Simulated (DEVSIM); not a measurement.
Device: Si p+/n-/n+ power diode, at 300 K.

| layer (left to right) | material | thickness (μm) | Nd (cm⁻³) | Na (cm⁻³) | τn (s) | τp (s) |
|---|---|---|---|---|---|---|
| 1 | Si | 1.20 | - | 8.2e18 | 2.8e-5 | 2.8e-5 |
| 2 | Si | 27.0 | 6.1e14 | - | 2.8e-5 | 2.8e-5 |
| 3 | Si | 1.20 | 2.1e18 | - | 2.8e-5 | 2.8e-5 |

Left contact: ohmic. Right contact: ohmic. Voltage is applied to the left contact. Recombination: SRH at mid-gap, Auger. Gap narrowing is on: ΔEg = 6.92 meV × (l + √(l² + 0.5)), l = ln(N/1.3e17 cm⁻³), shared equally by both band edges. Mobility is constant in doping.

This is a model device: material constants are rounded textbook-type values typed into the input, and sizes, dopings and lifetimes were drawn at random. Values at 300 K.

```tsv
parameter	Si
gap (eV)	1.124
affinity (eV)	4.05
permittivity	11.7
Nc (cm⁻³)	2.86e19
Nv (cm⁻³)	3.1e19
μn (cm²/Vs)	1417
μp (cm²/Vs)	470
Cn (cm⁶/s)	2.8e-31
Cp (cm⁶/s)	9.9e-32
```

DEVSIM, 1D drift-diffusion, Boltzmann statistics, complete ionisation; no tunnelling, impact ionisation, image-force lowering or self-heating.

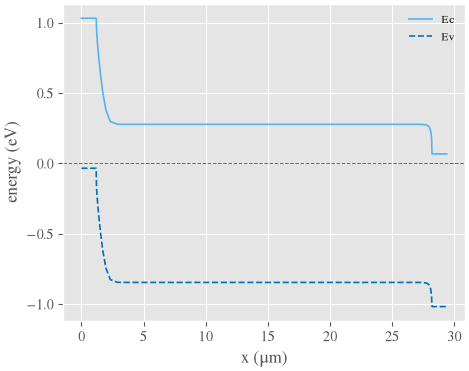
*Band edges at zero bias*

Energies count from the Fermi level of the right contact; mesh points crowd at the junctions.

```
x (μm)   Ec (eV)  Ev (eV)  n (cm⁻³)  p (cm⁻³)  field (V/cm)
-------  -------  -------  --------  --------  ------------
0.000      1.032   -0.034       130    8.2e18           ≈ 0
0.04991    1.032   -0.034       130    8.2e18           ≈ 0
0.1993     1.032   -0.034       130    8.2e18           ≈ 0
0.6240     1.032   -0.034       130    8.2e18           ≈ 0
1.084      1.032   -0.034       130    8.2e18           ≈ 0
1.178      1.032   -0.034       130    8.2e18           ≈ 0
1.214      0.973   -0.150      1300    9.2e16        -29000
1.353      0.797   -0.326   1200000    1.0e14         -9700
1.730      0.500   -0.623    1.1e11     1.0e9         -6100
2.910      0.279   -0.845    5.9e14    200000           -42
6.604      0.278   -0.846    6.1e14    190000           ≈ 0
20.58      0.278   -0.846    6.1e14    190000           ≈ 0
25.78      0.278   -0.846    6.1e14    190000           ≈ 0
27.44      0.277   -0.846    6.3e14    190000           -40
28.05      0.247   -0.877    2.0e15     58000         -2400
28.17      0.185   -0.939    2.3e16      5200        -13000
28.21      0.069   -1.016    2.0e18       260         -4500
28.27      0.068   -1.017    2.1e18       250           ≈ 0
28.61      0.068   -1.017    2.1e18       250           ≈ 0
29.12      0.068   -1.017    2.1e18       250           ≈ 0
29.32      0.068   -1.017    2.1e18       250           ≈ 0
29.40      0.068   -1.017    2.1e18       250           ≈ 0
```
